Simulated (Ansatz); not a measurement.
Frequency calculation of CH4O

The run: frequency calculation of CH4O. Method and program: RKS PBE0-D4/def2-TZVP (Ansatz 0.2.0).

The geometry comes from this level: PBE0-D4/def2-TZVP. Figures and captions count atoms from 1; the log counts them from 0 in places.

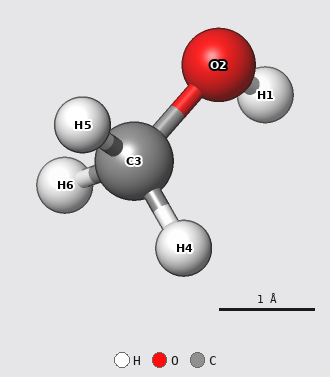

The structure as given in the input (ball-and-stick view, seen at a tilt; atoms are numbered from 1 in the order of the input).

The input
```yaml
crystal:
  periodic: [false, false, false]
  atoms:
    - {symbol: H, position_ang: [0.221500, 1.434179, -0.131126]}
    - {symbol: O, position_ang: [0.664824, 0.647987, 0.193615]}
    - {symbol: C, position_ang: [1.569325, 0.205366, -0.791868]}
    - {symbol: H, position_ang: [2.345301, 0.949222, -1.011652]}
    - {symbol: H, position_ang: [2.057668, -0.687338, -0.399840]}
    - {symbol: H, position_ang: [1.067178, -0.065023, -1.729139]}
basis:
  gaussian: {orbitals: def2-TZVP}
hamiltonian: {xc: pbe0, dispersion: d4}
phonons: {temperatures: {t_min: 298.15, t_max: 900, t_step: 200}}
```

Machine: 8 threads of Intel Xeon @ 2.50GHz, 31 GiB of memory available, shared host.

Launch command:
```bash
ansatz run in.yaml --threads 8 --pin off --events-out ev --progress --plain --max-ram 19148MiB
```

Output
```
Functional definition: PBE0
  name "PBE0"
  cite "Adamo & Barone, J. Chem. Phys. 110, 6158 (1999) doi:10.1063/1.478522"
  cite "Perdew, Burke & Ernzerhof, Phys. Rev. Lett. 77, 3865 (1996) doi:10.1103/PhysRevLett.77.3865"
  parent pbe
  parameter a = 0.25
  parameter kappa = 0.804
  parameter beta = 0.06672455060314922
  exchange = (1 - a)*pbe_x(kappa = kappa, mu = beta*pi^2/3) + a*exact_x
  correlation = pbe_c(beta = beta)
507 factors; their error is unknown
mean field evaluation 1: about -3142.3190 eV, gradient 4.8e1 eV
mean field evaluation 2: about -3139.4504 eV, gradient 6.3e1 eV
mean field evaluation 4: about -3146.6438 eV, gradient 2.2e0 eV
mean field evaluation 8: about -3146.6502 eV, gradient 2.8e-2 eV
mean field -3146.65022622 eV, -115.6372629376 hartree, gradient 1.9e-5 eV, S^2 0.000000; 0 other end points of the search recorded, 0 dependent functions left out
the calculation of the forces begins
reference -3146.65024863 eV, -115.6372637608 hartree; 9, 9 occupied and 77, 77 virtual orbitals, 507 factors
these checks for a lower state are left out or cut short: stability, starts, cluster_reference, orbital_swaps, neighbouring_geometries, increment
507 factors; their error is unknown
mean field evaluation 16: about -3146.6528 eV, gradient 1.4e-4 eV
mean field -3146.65018669 eV, -115.6372614849 hartree, gradient 9.5e-7 eV, S^2 0.000000; 0 other end points of the search recorded, 0 dependent functions left out
[... from here on the field's lines of each further geometry are left out, up to the last ...]
the calculation of the forces begins
reference -3146.65017404 eV, -115.6372610200 hartree; 9, 9 occupied and 77, 77 virtual orbitals, 507 factors
these checks for a lower state are left out or cut short: stability, starts, cluster_reference, orbital_swaps, neighbouring_geometries, increment
507 factors; their error is unknown
mean field -3146.65014873 eV, -115.6372600896 hartree, gradient 9.5e-7 eV, S^2 0.000000; 0 other end points of the search recorded, 0 dependent functions left out
the calculation of the forces begins
reference -3146.65017114 eV, -115.6372609132 hartree; 9, 9 occupied and 77, 77 virtual orbitals, 507 factors
Total energy: -3146.68382201 eV, -115.6384975599 hartree
Atom 0 at     0.221500     1.434179    -0.131126 Å, force     0.000336    -0.000067     0.000304 eV/Å
Atom 1 at     0.664824     0.647987     0.193615 Å, force     0.000001     0.000043    -0.000525 eV/Å
Atom 2 at     1.569325     0.205366    -0.791868 Å, force     0.000171    -0.000308     0.000185 eV/Å
Atom 3 at     2.345301     0.949222    -1.011652 Å, force    -0.000322     0.000003     0.000150 eV/Å
Atom 4 at     2.057668    -0.687338    -0.399840 Å, force    -0.000322     0.000541    -0.000200 eV/Å
Atom 5 at     1.067178    -0.065023    -1.729139 Å, force     0.000136    -0.000212     0.000086 eV/Å
Dipole moment:     0.037607     0.166663    -0.303692 e Å
Vibrations: 307.10 1064.23 1107.59 1173.61 1374.01 1477.03 1489.95 1505.50 3005.16 3057.40 3131.30 3878.98 cm⁻¹, zero-point energy 1.399276 eV
```

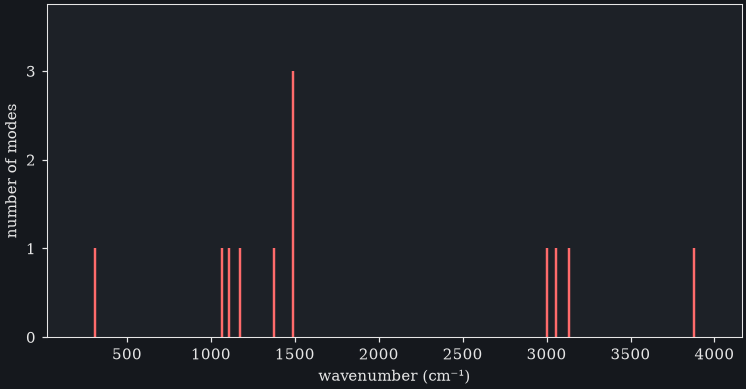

Harmonic vibrational wavenumbers from the force constants; neighbouring modes closer than 16 cm⁻¹ are counted in one stick. 12 modes from 307 to 3879 cm⁻¹, none imaginary.

Results in brief

```tsv
quantity	value
outcome	converged
total energy	−3146.6838 eV
mean-field energy	−3146.6502 eV
dispersion energy	−0.0336 eV
largest force (length of the vector)	0.001 eV/Å
dipole moment	1.67 D
wall time	7.5 s (CPU time 39 s)
peak memory	0.58 GiB
```
